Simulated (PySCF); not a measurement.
**MP2/STO-3G run of AlHCl2 (SMILES [H][Al]([Cl])[Cl])**

Aim: the vertical singlet–triplet gap of AlHCl2 at MP2/STO-3G, from 2 runs. 

The results are computed with PySCF 2.14.0.

5 further runs of the same task are left out: 2 that didn't finish, 3 set aside as unsound or not needed.

## Step 1: The molecule

AlHCl2: 4 atoms, total charge 0, spin state singlet. As SMILES, `[H][Al]([Cl])[Cl]`. Geometry: a GFN2-xTB relaxation, a rough one for these elements and not checked as a minimum.

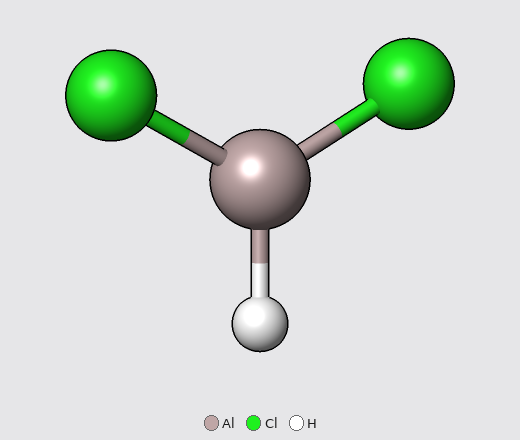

The structure, seen from a chosen angle (aluminium light grey, chlorine green, hydrogen white).

## Step 2: A single-point energy at MP2/STO-3G

geometry.xyz reads:

```xyz
4
AlCl2H
Al    -0.047750    -0.080660    -0.000420
Cl     1.971850    -0.182600     0.014280
Cl    -1.095680     1.649890    -0.015830
H     -0.828410    -1.386630     0.001980
```

job.py reads:

```python
from pyscf import gto, mp

molecule = gto.M(
    atom='geometry.xyz',
    verbose=3,
    spin=0,
    max_memory=1860,
    basis='sto-3g',
)

mf = molecule.RHF()
mf.conv_tol = 1e-10
mf.kernel()
if not mf.converged:
    mf = mf.newton().run(mf.mo_coeff, mf.mo_occ)

pt = mp.MP2(mf, frozen=15).run()
etot = pt.e_tot
print('E = %.10f Eh' % etot)
```

Launch:

```console
$ OMP_NUM_THREADS=1 python job.py
```

The log of the run:

```text
converged SCF energy = -1148.93350292234
E(RMP2) = -1148.96505924613  E_corr = -0.0315563237917374
E(SCS-RMP2) = -1148.96796367854  E_corr = -0.0344607562046357
E = -1148.9650592461 Eh
```

Wall time 0.8 s (1 thread of Arm Neoverse V1, shared host); peak memory 0.12 GiB.

## Step 3: The triplet at the same level

job.py reads:

```python
from pyscf import gto, mp

system = gto.Mole()
system.atom = [
    ('Al', (-0.047750, -0.080660, -0.000420)),
    ('Cl', (1.971850, -0.182600, 0.014280)),
    ('Cl', (-1.095680, 1.649890, -0.015830)),
    ('H', (-0.828410, -1.386630, 0.001980)),
]
system.max_memory = 1860
system.verbose = 3
system.spin = 2
system.charge = 0
system.basis = 'sto-3g'
system.build()

calc0 = system.UHF()
calc0.conv_tol = 1e-10
calc0.kernel()
if not calc0.converged:
    calc0 = calc0.newton().run(calc0.mo_coeff, calc0.mo_occ)

pt = mp.MP2(calc0, frozen=15).run()
energy = pt.e_tot
print(f'total energy: {energy:.8f} hartree')
```

Launch:

```console
$ OMP_NUM_THREADS=1 python job.py
```

The log of the run:

```text
WARN: HOMO 0.135786916400481 >= LUMO -0.419524298000979

WARN: HOMO -0.0435840979756771 >= LUMO -0.0993354487229602

WARN: HOMO -0.0230239771381042 >= LUMO -0.0566797291380207

WARN: HOMO -0.0295004930593086 >= LUMO -0.0457014458775113

WARN: HOMO -0.0312552046629798 >= LUMO -0.0413307415352994

converged SCF energy = -1148.57591077375  <S^2> = 2.0045032  2S+1 = 3.0030006
E(UMP2) = -1148.60399228363  E_corr = -0.0280815098793142
E(SCS-UMP2) = -1148.60488613618  E_corr = -0.0289753624209617
total energy: -1148.60399228 hartree
```

Wall time 0.91 s (1 thread of Arm Neoverse V1, shared host); peak memory 0.12 GiB.

## Step 4: Outcome

At MP2/STO-3G, 15 core orbitals frozen:

| quantity | value |
| --- | --- |
| singlet: total energy | -1148.96506 Eh |
| singlet: dipole moment (Hartree–Fock density) | 2.05 D |
| singlet: HOMO energy (Hartree–Fock orbitals) | -10.33 eV |
| singlet: LUMO energy (Hartree–Fock orbitals) | 7.08 eV |
| singlet: HOMO–LUMO gap (Hartree–Fock orbitals) | 17.41 eV |
| singlet: correlation energy (15 core orbitals frozen) | -31.6 mEh |
| triplet: total energy | -1148.60399 Eh |
| triplet: dipole moment (Hartree–Fock density) | 4.43 D |
| triplet: HOMO energy (Hartree–Fock orbitals) (highest over α and β) | -1.06 eV |
| triplet: LUMO energy (Hartree–Fock orbitals) (lowest over α and β) | -0.77 eV |
| triplet: correlation energy (15 core orbitals frozen) | -28.1 mEh |
| triplet: ⟨S²⟩ of the reference determinant | 2.005 |
| vertical energy of the triplet above the singlet | 9.825 eV |

What this shows: At this shape the triplet lies 9.83 eV (948 kJ/mol) above the singlet. In a minimal basis such a difference can be off by several eV, whatever the method.
